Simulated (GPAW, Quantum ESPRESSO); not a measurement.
Consider Ga (P2_1/m).

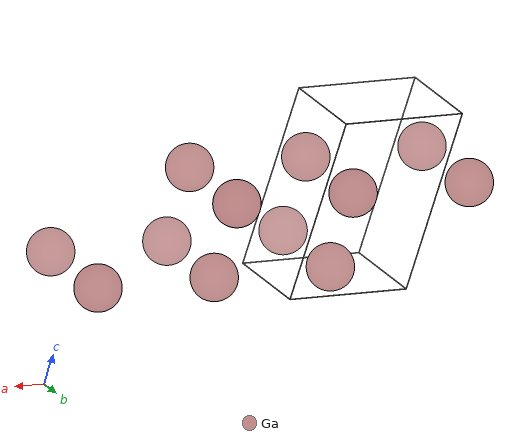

The structure (gallium pink). 3×2×1 cells are drawn.

```cif
data_structure
_symmetry_space_group_name_H-M 'P 1'
_symmetry_Int_Tables_number 1
_cell_length_a 2.7784
_cell_length_b 3.2816
_cell_length_c 4.2104
_cell_angle_alpha 90.000
_cell_angle_beta 108.607
_cell_angle_gamma 90.000
_cell_volume 36.38
loop_
_atom_site_label
_atom_site_type_symbol
_atom_site_fract_x
_atom_site_fract_y
_atom_site_fract_z
_atom_site_occupancy
Ga1 Ga 0.13460 0.75000 0.77017 1
Ga2 Ga 0.86540 0.25000 0.22983 1
```

Absorber: atom 1, with 6 Ga at 2.71 to 2.81 Å, 2 Ga at 2.84 Å and 2 Ga at 3.28 Å (10-fold, site symmetry m). Method: GPAW, LDA, excited-electron core hole (neutral cell), 12-atom cell with 6.6 Å between holes, 4×4×4 k points, dipole transitions, Gaussian full width 1.82 eV up to 4 eV, rising linearly to 3.5 eV at 25 eV.

This is not the structure that Ga takes at ambient pressure and room temperature (space group No. 64); it is a model or a phase of other conditions.

Q: What does the Ga K edge look like?

Main maxima up to 28 eV above the zero (height): 2.8 eV (1.31), 7.0 eV (1.27), 10.2 eV (1.28) and 19.0 eV (0.77). A K edge sees empty p states on the absorber. 

The Ga K spectrum (energy from the lowest empty level; intensity scaled to a mean of 1 over the first 20 eV; polarised curves are means over the symmetry-equivalent atoms):

| E (eV) | isotropic | ε ∥ x | ε ∥ y | ε ∥ z |
| --- | --- | --- | --- | --- |
| -2.0 | 0.01 | 0.01 | 0.01 | 0.01 |
| -0.5 | 0.26 | 0.27 | 0.26 | 0.25 |
| 1.0 | 0.98 | 0.93 | 1.13 | 0.88 |
| 2.5 | 1.29 | 1.29 | 1.48 | 1.11 |
| 4.0 | 1.22 | 1.23 | 1.31 | 1.13 |
| 5.5 | 1.19 | 1.27 | 1.12 | 1.17 |
| 7.0 | 1.27 | 1.31 | 1.16 | 1.33 |
| 8.5 | 1.19 | 1.21 | 1.12 | 1.24 |
| 10.0 | 1.28 | 1.18 | 1.16 | 1.49 |
| 11.5 | 1.10 | 0.99 | 1.03 | 1.28 |
| 13.0 | 0.68 | 0.78 | 0.62 | 0.64 |
| 14.5 | 0.61 | 0.74 | 0.59 | 0.50 |
| 16.0 | 0.76 | 0.81 | 0.76 | 0.70 |
| 17.5 | 0.77 | 0.75 | 0.75 | 0.79 |
| 19.0 | 0.77 | 0.78 | 0.75 | 0.80 |
| 20.5 | 0.73 | 0.77 | 0.70 | 0.73 |
| 22.0 | 0.68 | 0.71 | 0.65 | 0.68 |
| 23.5 | 0.64 | 0.60 | 0.68 | 0.63 |
| 25.0 | 0.62 | 0.45 | 0.81 | 0.60 |
| 26.5 | 0.62 | 0.38 | 0.91 | 0.57 |
| 28.0 | 0.60 | 0.37 | 0.89 | 0.53 |

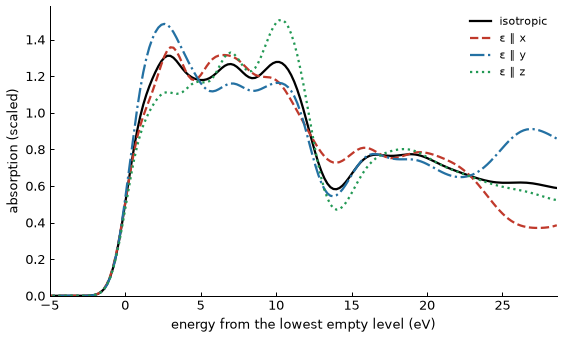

The Ga K edge.

The script folds with a Gaussian, whereas the core hole's own line is a Lorentzian, so the onset is too steep and the first peak too high. The mesh is coarse (0.30 Å⁻¹ between points), so small maxima may be mesh ripples. Lifetime broadening is put in by hand, and intensities beyond about 20 eV depend on it and on the partial waves; weight that the partial waves miss at high energy is lost. The structure is a computed Materials Project entry and may be a hypothetical form.

[Banner, clock and machine lines of the logs are left out without a mark of their own.]

[Logs are printed without paths, hosts, clocks, repeated set-up lines and the standing remarks that a program may print on its own settings, such as how far it seeks lower states.]

[Hosts, paths, dates, database ids (printed as entryN), source tags and the programs' standing remarks are cut or masked in the printed files.]

[Lists of maxima count a maximum above −3 eV only where it reaches 4 % of the highest in the window and stands out from its surroundings by 2 % of it (1.5 % where it reaches 55 %); shoulders and weaker maxima are passed over, and of the rest the first, up to two pre-edge ones and the few strongest are named.]
